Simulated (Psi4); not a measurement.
# GaH3Cl− ([GaClH3]-): B3LYP/6-31G(d) (spherical functions, sweep point 3)

Aim: the vertical ionisation energy of GaH3Cl− ([GaClH3]-) at B3LYP/6-31G* (spherical functions, sweep point 3), from 2 runs. 

The calculation is run with Psi4 1.11.

**1. The molecule**

GaH3Cl−: 5 atoms, total charge -1, spin state singlet. SMILES: `[H][Ga-]([H])([H])[Cl]`. The shape comes from GFN2-xTB, which is rough for such elements, and wasn't checked as a minimum.

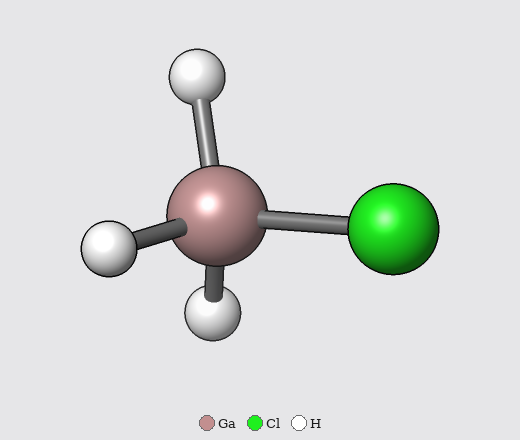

Viewed from a chosen angle; gallium pink, chlorine green, hydrogen white.

**2. The energy at B3LYP/6-31G(d) (spherical functions, sweep point 3)**

File job.in:

```
memory 1600 MB

molecule {
  -1 1
  Ga     0.00519675    -0.00175745    -0.19768425
  Cl     0.01424853    -0.03369382     3.75303388
  H      2.79834424     0.02254443    -1.21072863
  H     -1.41455449     2.43217201    -1.14732832
  H     -1.40321613    -2.41926518    -1.19729268
  units au
  symmetry c1
}

set globals {
  puream true
  scf_type pk
  dft_radial_points 99
  dft_spherical_points 590
}

E = energy("b3lyp/6-31G*")
```

Started as:

```bash
$ psi4 -n 1 job.in job.out
```

job.out, cut to the lines that bear on the results:

```text
[...]
  Running in c1 symmetry.
[...]
  Nuclear repulsion =  174.280749125555189
[...]
  Multiplicity = 1
[...]
  Nalpha       = 26
  Nbeta        = 26
[...]
    Number of basis functions: 56
[...]
   @RKS iter   1: -2384.46693666153260   -1.09249e+00   5.39803e-02 ADIIS/DIIS
[...]
   @RKS iter   9: -2386.70001462200662   -1.11022e-07   5.11724e-07 DIIS
[...]
    Orbital Energies [Eh]
    ---------------------
    Doubly Occupied:
       1A   -372.324414     2A   -101.291308     3A    -45.719793
       4A    -40.474571     5A    -40.474004     6A    -40.473997
       7A     -9.226236     8A     -6.985605     9A     -6.981211
      10A     -6.981203    11A     -5.290777    12A     -3.574671
      13A     -3.571081    14A     -3.571076    15A     -0.634886
      16A     -0.608432    17A     -0.608401    18A     -0.603172
      19A     -0.603140    20A     -0.571529    21A     -0.258078
      22A     -0.136129    23A     -0.131006    24A     -0.130900
      25A     -0.067539    26A     -0.066940
[...]
  @RKS Final Energy: -2386.70001462200662
   => Energetics <=
    Nuclear Repulsion Energy =            174.2807491255551895
    One-Electron Energy =               -3679.8075084645283823
    Two-Electron Energy =                1203.1151247985058035
    DFT Exchange-Correlation Energy =     -84.2883800815395148
    Empirical Dispersion Energy =           0.0000000000000000
    VV10 Nonlocal Energy =                  0.0000000000000000
    Total Energy =                      -2386.7000146220066199
[...]
 Multipole Moments:
 ------------------------------------------------------------------------------------
     Multipole            Electronic (a.u.)      Nuclear  (a.u.)        Total (a.u.)
 ------------------------------------------------------------------------------------
 L = 1.  Multiply by 2.5417464519 to convert [e a0] to [Debye]
 Dipole X            :          0.0247164           -0.0152881            0.0094283
 Dipole Y            :         -0.0188573            0.0109330           -0.0079244
 Dipole Z            :          0.5559358           -0.2747621            0.2811737
 Magnitude           :                                                    0.2814433
[...]
```

Wall time 4.8 s (1 thread of Intel Xeon 6975P-C (Granite Rapids), shared host); peak memory 0.61 GiB.

**3. Doublet neutral GaH3Cl, same level**

File job.in:

```
memory 1.6 GB

molecule molecule1 {
  0 2
  Ga     0.00519675    -0.00175745    -0.19768425
  Cl     0.01424853    -0.03369382     3.75303388
  H      2.79834424     0.02254443    -1.21072863
  H     -1.41455449     2.43217201    -1.14732832
  H     -1.40321613    -2.41926518    -1.19729268
  units bohr
  symmetry c1
}

set basis 6-31G*
set reference uks
set puream true
set scf_type pk
set dft_radial_points 99
set dft_spherical_points 590
set maxiter 150

E, wfn = energy('b3lyp', return_wfn=True)
```

Started as:

```bash
$ psi4 -n 1 job.in job.out
```

job.out, cut to the lines that bear on the results:

```text
[...]
  Running in c1 symmetry.
[...]
  Nuclear repulsion =  174.280749125555189
[...]
  Multiplicity = 2
[...]
  Nalpha       = 26
  Nbeta        = 25
[...]
    Number of basis functions: 56
[...]
   @UKS iter   1: -2384.29450691025613   -9.20065e-01   5.40940e-02 ADIIS/DIIS
[...]
   @UKS iter  18: -2386.54416579111466   -4.39027e-08   4.82864e-07 DIIS
[...]
   @S^2 Observed:                7.581259960E-01
[...]
    Orbital Energies [Eh]
    ---------------------
    Alpha Occupied:
       1A   -372.578908     2A   -101.541408     3A    -45.974869
       4A    -40.730503     5A    -40.728916     6A    -40.728276
       7A     -9.475362     8A     -7.235838     9A     -7.233042
      10A     -7.228068    11A     -5.544965    12A     -3.829568
      13A     -3.826752    14A     -3.822978    15A     -0.884530
      16A     -0.866290    17A     -0.860731    18A     -0.857779
      19A     -0.856522    20A     -0.818917    21A     -0.513542
      22A     -0.394996    23A     -0.373118    24A     -0.361670
      25A     -0.335937    26A     -0.302123
    Alpha Virtual:
[...]
  @UKS Final Energy: -2386.54416579111466
   => Energetics <=
    Nuclear Repulsion Energy =            174.2807491255551895
    One-Electron Energy =               -3667.0728256136653727
    Two-Electron Energy =                1190.2834581831020841
    DFT Exchange-Correlation Energy =     -84.0355474861072480
    Empirical Dispersion Energy =           0.0000000000000000
    VV10 Nonlocal Energy =                  0.0000000000000000
    Total Energy =                      -2386.5441657911151196
[...]
 Multipole Moments:
 ------------------------------------------------------------------------------------
     Multipole            Electronic (a.u.)      Nuclear  (a.u.)        Total (a.u.)
 ------------------------------------------------------------------------------------
 L = 1.  Multiply by 2.5417464519 to convert [e a0] to [Debye]
 Dipole X            :         -0.1886115           -0.0152881           -0.2038997
 Dipole Y            :          0.2874136            0.0109330            0.2983466
 Dipole Z            :         -0.0334060           -0.2747621           -0.3081681
 Magnitude           :                                                    0.4749246
[...]
```

Run time: 11 s. Hardware: 1 thread of Intel Xeon 6975P-C (Granite Rapids), shared host; peak memory 0.61 GiB.

**4. What came out**

Level: B3LYP/6-31G* (spherical functions, sweep point 3).

| quantity | value |
| --- | --- |
| singlet GaH3Cl−: total energy | -2386.70001 Eh |
| singlet GaH3Cl−: HOMO energy | -1.82 eV |
| singlet GaH3Cl−: LUMO energy | 5.25 eV |
| singlet GaH3Cl−: HOMO–LUMO gap (to an unbound level, set by the basis) | 7.07 eV |
| doublet neutral GaH3Cl: total energy | -2386.54417 Eh |
| doublet neutral GaH3Cl: dipole moment | 1.21 D |
| doublet neutral GaH3Cl: HOMO energy (highest over α and β) | -7.75 eV |
| doublet neutral GaH3Cl: LUMO energy (lowest over α and β) | -6.66 eV |
| doublet neutral GaH3Cl: ⟨S²⟩ | 0.758 |
| vertical detachment energy (to the doublet neutral) | 4.241 eV |

What this shows: Removing an electron at fixed nuclei costs 4.24 eV (409 kJ/mol). The negative HOMO energy of the first species, 1.82 eV, lies 2.42 eV below that difference.
